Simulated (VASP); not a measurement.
Band structure of CaRh2P2 (space group I4/mmm). Level of theory: PBEsol GGA, VASP's PBE PAW potentials (set 64) (plane waves; VASP 6.6.1).

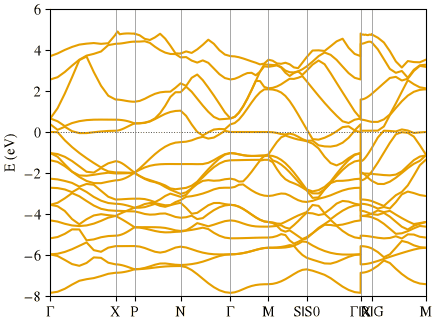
Bands along high-symmetry lines, zero at the valence-band maximum or, without a gap, the Fermi level

**Question.** Read the plot: is there a gap, and where are the band edges?

**Answer.** It has no gap at this level: it comes out as a metal or semimetal. (Edges off the drawn lines would not show.)

The structure comes from a computed database's CaRh2P2 entry (I4/mmm); how it stands against other phases isn't given here. It was relaxed first.
